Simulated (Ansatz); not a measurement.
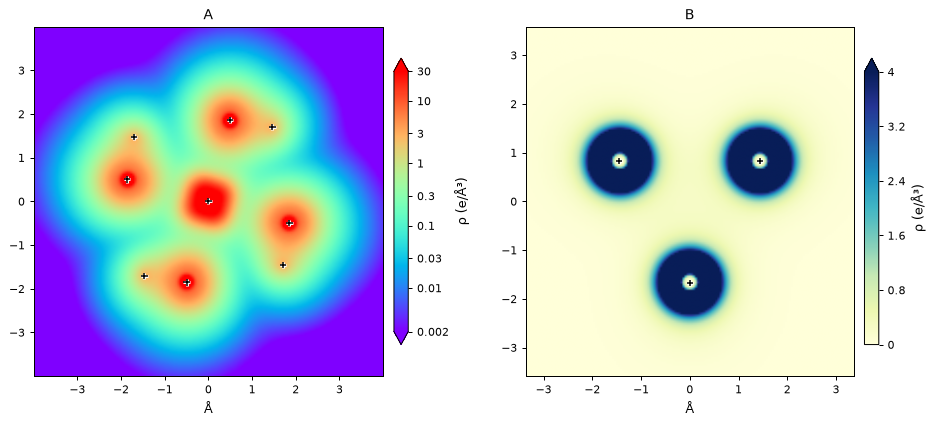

The electron density of 2 systems, each on a plane through atoms (crosses mark nuclei in the plane).

Level of theory: Ansatz 0.2.0, RKS PBE0-D4/def2-TZVPD.

System 1: In3 (charge −1), the molecular plane. Geometry: r2SCAN-D4/def2-SVPD; core potentials replace the inner electrons of In.

```xyz
3

In    0.5381   -1.0837    1.1499
In    0.8127    1.4386   -0.2374
In   -1.3508   -0.3548   -0.9126
```

System 2: H4NiO4 (charge −2), the molecular plane. Geometry: PBE-D4/def2-SVPD; the highest occupied orbital lies above zero, a sign that basis and functional describe the outermost electron poorly.

```xyz
9

Ni    0.0066    0.0118   -0.0094
O     0.4731    1.0047    1.5685
H    -0.3690    1.4924    1.6413
O     1.7032   -0.8886    0.0564
H     2.0207   -0.4584    0.8726
O    -1.6933    0.9063   -0.0705
H    -2.0355    0.4319   -0.8514
O    -0.4624   -0.9856   -1.5838
H     0.3566   -1.5146   -1.6237
```

Which map belongs to which system?

Panel A is system 2, H4NiO4: the plane holds Ni, O and H. Ni–O (1.92 Å): the density is about 0.62 e/Å³ at the midpoint. Panel B is system 1, In3: the plane holds In. In–In (2.89 Å): the density is about 0.25 e/Å³ at the midpoint.
